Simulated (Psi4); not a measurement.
# InNH3Cl (SMILES [NH2][InH][Cl]): TPSS/def2-SVPD (core potential)

What is the vertical ionisation energy of InNH3Cl at TPSS/def2-SVPD (core potential)? 

The results are computed with Psi4 1.11.

2 further runs of the same task are left out: 2 set aside as unsound or not needed.

### Step 1. The system as given

InNH3Cl: 6 atoms, total charge 0, spin state singlet. SMILES: `[NH2][InH][Cl]`. Geometry: relaxed at PBE0-D4/def2-TZVP.

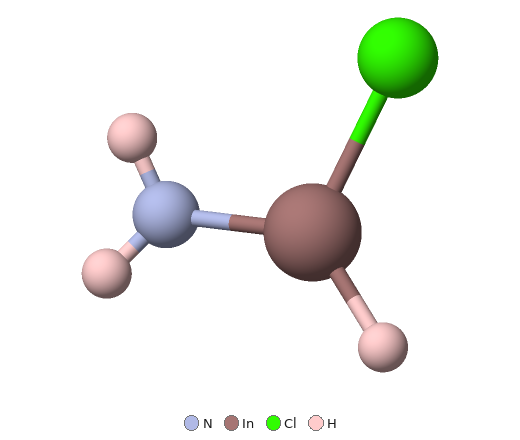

Viewed from a chosen angle; nitrogen light blue, indium brown, chlorine green, hydrogen pink.

### Step 2. Energy and gradient at TPSS/def2-SVPD (core potential)

clh3inn.json reads:

```json
{
  "schema_name": "qcschema_input",
  "schema_version": 1,
  "molecule": {
    "schema_name": "qcschema_molecule",
    "schema_version": 2,
    "symbols": ["N", "In", "Cl", "H", "H", "H"],
    "geometry": [-1.92903243, 0.35545748, -0.95261094, 1.49685206, 0.2808133, 0.6196412, 1.87234064, -3.34670497, 3.11653632, -2.30433204, 1.43883747, -2.47213972, -2.94457125, -1.25572301, -0.99550772, 3.8881115, 2.40637725, 0.59677551],
    "molecular_charge": 0,
    "molecular_multiplicity": 1,
    "fix_symmetry": "c1",
    "fix_com": true,
    "fix_orientation": true
  },
  "driver": "gradient",
  "model": {
    "method": "tpss",
    "basis": "def2-SVPD"
  },
  "keywords": {
    "puream": true,
    "e_convergence": 1e-09,
    "d_convergence": 1e-08,
    "scf_type": "pk",
    "dft_radial_points": 99,
    "dft_spherical_points": 590,
    "scf_properties": ["MULLIKEN_CHARGES", "WIBERG_LOWDIN_INDICES", "LOWDIN_CHARGES"]
  }
}
```

Command:

```bash
psi4 --qcschema clh3inn.json -n 1 --memory 2200MB
```

stdout:

```text
[...]
    !!!  WARNING: ECP capability is in beta. Please check occupations closely.  !!!
[...]
  Running in c1 symmetry.
[...]
  Nuclear repulsion =  168.696243483527411
[...]
  Multiplicity = 1
[...]
  Nalpha       = 24
  Nbeta        = 24
[...]
    Number of basis functions: 103
[...]
   @RKS iter   1:  -706.19974714524517   -5.00906e-01   9.97931e-03 ADIIS/DIIS
[...]
   @RKS iter  13:  -706.71174408686318   -1.93268e-12   2.12869e-09 DIIS
[...]
  @RKS Final Energy:  -706.71174408686318
   => Energetics <=
    Nuclear Repulsion Energy =            168.6962434835274109
    One-Electron Energy =               -1382.5731540700007827
    Two-Electron Energy =                 560.1090979522854241
    DFT Exchange-Correlation Energy =     -52.9439314526753222
    Empirical Dispersion Energy =           0.0000000000000000
    VV10 Nonlocal Energy =                  0.0000000000000000
    Total Energy =                       -706.7117440868631775
[...]
 Multipole Moments:
 ------------------------------------------------------------------------------------
     Multipole            Electronic (a.u.)      Nuclear  (a.u.)        Total (a.u.)
 ------------------------------------------------------------------------------------
 L = 1.  Multiply by 2.5417464519 to convert [e a0] to [Debye]
 Dipole X            :        -48.5866516           48.3996653           -0.1869863
 Dipole Y            :         46.7278704          -45.9192111            0.8086592
 Dipole Z            :        -57.3723432           56.4544341           -0.9179091
 Magnitude           :                                                    1.2375179
[...]
  Mulliken Charges: (a.u.)
   Center  Symbol    Alpha    Beta     Spin     Total
       1     N     3.40425  3.40425  0.00000  0.19150
       2    IN    10.18366 10.18366  0.00000  0.63268
       3    CL     8.80334  8.80334  0.00000 -0.60667
       4     H     0.56744  0.56744  0.00000 -0.13487
       5     H     0.55195  0.55195  0.00000 -0.10390
       6     H     0.48937  0.48937  0.00000  0.02126
   Total alpha = 24.00000, Total beta = 24.00000, Total charge = -0.00000
  Lowdin Charges: (a.u.)
   Center  Symbol    Alpha    Beta     Spin     Total
[...]
  -Total Gradient:
     Atom            X                  Y                   Z
    ------   -----------------  -----------------  -----------------
       1        0.003894810808    -0.001621800600    -0.000946427602
       2       -0.009301292662    -0.009632437880     0.002158377519
       3       -0.001325123970     0.011678736889    -0.008263694321
       4        0.002805710015    -0.006191040523     0.007473855372
       5        0.006261762762     0.007828480378    -0.000143757289
       6       -0.002352777705    -0.002078493799    -0.000253859972
[...]
```

The result, in JSON:

```text
{
 "driver": "gradient",
 "model": {
  "method": "tpss",
  "basis": "def2-SVPD"
 },
 "success": true,
 "return_result": [0.0038948108075678167, -0.0016218006004673075, -0.0009464276015797579, -0.009301292662465096, -0.009632437880295906, 0.0021583775193028294, -0.0013251239704183144, 0.011678736889256428, -0.008263694321259271, 0.002805710015314239, -0.0061910405231981325, 0.007473855371554594, 0.006261762762018452, 0.007828480378019698, -0.00014375728861457798, -0.002352777704963449, -0.0020784937991648877, -0.00025385997174575195],
 "properties": {
  "calcinfo_nbasis": 103,
  "calcinfo_nmo": 103,
  "calcinfo_nalpha": 24,
  "calcinfo_nbeta": 24,
  "calcinfo_natom": 6,
  "nuclear_repulsion_energy": 168.6962434835274,
  "return_energy": -706.7117440868632,
  "return_gradient": [0.0038948108075678167, -0.0016218006004673075, -0.0009464276015797579, -0.009301292662465096, -0.009632437880295906, 0.0021583775193028294, -0.0013251239704183144, 0.011678736889256428, -0.008263694321259271, 0.002805710015314239, -0.0061910405231981325, 0.007473855371554594, 0.006261762762018452, 0.007828480378019698, -0.00014375728861457798, -0.002352777704963449, -0.0020784937991648877, -0.00025385997174575195],
  "scf_one_electron_energy": -1382.5731540700008,
  "scf_two_electron_energy": 560.1090979522854,
  "scf_xc_energy": -52.94393145267532,
  "scf_dipole_moment": [-0.18698625889555842, 0.8086592372250863, -0.9179090576428237],
  "scf_total_energy": -706.7117440868632,
  "scf_total_gradient": [0.0038948108075678167, -0.0016218006004673075, -0.0009464276015797579, -0.009301292662465096, -0.009632437880295906, 0.0021583775193028294, -0.0013251239704183144, 0.011678736889256428, -0.008263694321259271, 0.002805710015314239, -0.0061910405231981325, 0.007473855371554594, 0.006261762762018452, 0.007828480378019698, -0.00014375728861457798, -0.002352777704963449, -0.0020784937991648877, -0.00025385997174575195],
  "scf_iterations": 13
 }
}
```

Wall time 33 s (1 thread of Intel Xeon 6975P-C (Granite Rapids), shared host); peak memory 1.1 GiB.

### Step 3. The doublet cation: the energy at UTPSS/def2-SVPD (core potential)

input.inp reads:

```
memory 2200 mb

molecule m {
  1 2
  N
  In 1 r2
  Cl 2 r3 1 a3
  H 1 r4 2 a4 3 d4
  H 1 r5 4 a5 2 d5
  H 2 r6 1 a6 4 d6

  r2 = 1.995092
  r3 = 2.338841
  a3 = 109.21054
  r4 = 1.007319
  a4 = 121.55473
  d4 = -161.39576
  r5 = 1.008088
  a5 = 110.99422
  d5 = -146.64709
  r6 = 1.693091
  a6 = 131.52947
  d6 = 23.85832
  units angstrom
  symmetry c1
  no_reorient
  no_com
}

set globals {
  basis                def2-SVPD
  reference            uks
  puream               true
  e_convergence        1e-09
  d_convergence        1e-08
  scf_type             pk
  dft_radial_points    99
  dft_spherical_points 590
  maxiter              100
}

energy_value = energy('tpss')
print_variables()
```

Command:

```bash
psi4 input.inp input.out -n 1
```

input.out:

```text
[...]
    !!!  WARNING: ECP capability is in beta. Please check occupations closely.  !!!
[...]
  Running in c1 symmetry.
[...]
  Nuclear repulsion =  168.696253894361064
[...]
  Multiplicity = 2
[...]
  Nalpha       = 24
  Nbeta        = 23
[...]
    Number of basis functions: 103
[...]
   @UKS iter   1:  -705.77188182985287   -6.86477e-02   9.97456e-03 ADIIS/DIIS
[...]
   @UKS iter  19:  -706.36430249458033   -3.97904e-12   9.51738e-09 DIIS
[...]
   @S^2 Observed:                7.570897890E-01
[...]
    Orbital Energies [Eh]
    ---------------------
    Alpha Occupied:
       1A   -101.176729     2A    -14.420678     3A     -9.446289
       4A     -7.229563     5A     -7.228470     6A     -7.222366
       7A     -4.758702     8A     -3.196568     9A     -3.189864
      10A     -3.186778    11A     -1.076371    12A     -0.972694
      13A     -0.940639    14A     -0.938742    15A     -0.935813
      16A     -0.934787    17A     -0.909718    18A     -0.718183
      19A     -0.656665    20A     -0.559811    21A     -0.548793
      22A     -0.509492    23A     -0.492695    24A     -0.476605
    Alpha Virtual:
      25A     -0.274646    26A     -0.260117    27A     -0.196386
[...]
  @UKS Final Energy:  -706.36430249458033
   => Energetics <=
    Nuclear Repulsion Energy =            168.6962538943610639
    One-Electron Energy =               -1371.4655245725703026
    Two-Electron Energy =                 549.0641256112030533
    DFT Exchange-Correlation Energy =     -52.6591574275740797
    Empirical Dispersion Energy =           0.0000000000000000
    VV10 Nonlocal Energy =                  0.0000000000000000
    Total Energy =                       -706.3643024945803290
[...]
 Multipole Moments:
 ------------------------------------------------------------------------------------
     Multipole            Electronic (a.u.)      Nuclear  (a.u.)        Total (a.u.)
 ------------------------------------------------------------------------------------
 L = 1.  Multiply by 2.5417464519 to convert [e a0] to [Debye]
 Dipole X            :         -0.2912429            0.5619630            0.2707202
 Dipole Y            :         28.2981164          -27.3284358            0.9696806
 Dipole Z            :          4.4424774           -6.3118145           -1.8693372
 Magnitude           :                                                    2.1232031
[...]
```

Run time: 57 s. Hardware: 1 thread of Intel Xeon 6975P-C (Granite Rapids), shared host; peak memory 1.1 GiB.

### Step 4. Summary of results

Level: TPSS/def2-SVPD (core potential).

```
                                          quantity          value
                     singlet InNH3Cl: total energy  -706.71174 Eh
                    singlet InNH3Cl: dipole moment         3.15 D
                      singlet InNH3Cl: HOMO energy       -6.33 eV
                      singlet InNH3Cl: LUMO energy       -1.88 eV
                    singlet InNH3Cl: HOMO–LUMO gap        4.44 eV
         singlet InNH3Cl: largest force on an atom     0.739 eV/Å
                      doublet cation: total energy  -706.36430 Eh
doublet cation: HOMO energy (highest over α and β)      -12.81 eV
 doublet cation: LUMO energy (lowest over α and β)      -12.47 eV
                              doublet cation: ⟨S²⟩          0.757
vertical ionisation energy (to the doublet cation)       9.454 eV
```

**Reading.** The vertical ionisation energy comes to 9.45 eV (218 kcal/mol). The largest force (singlet InNH3Cl) is 0.74 eV/Å: the shape isn't a stationary point for this species at this level. −ε(HOMO) before ionisation, 6.33 eV, is 3.13 eV below this ionisation energy.
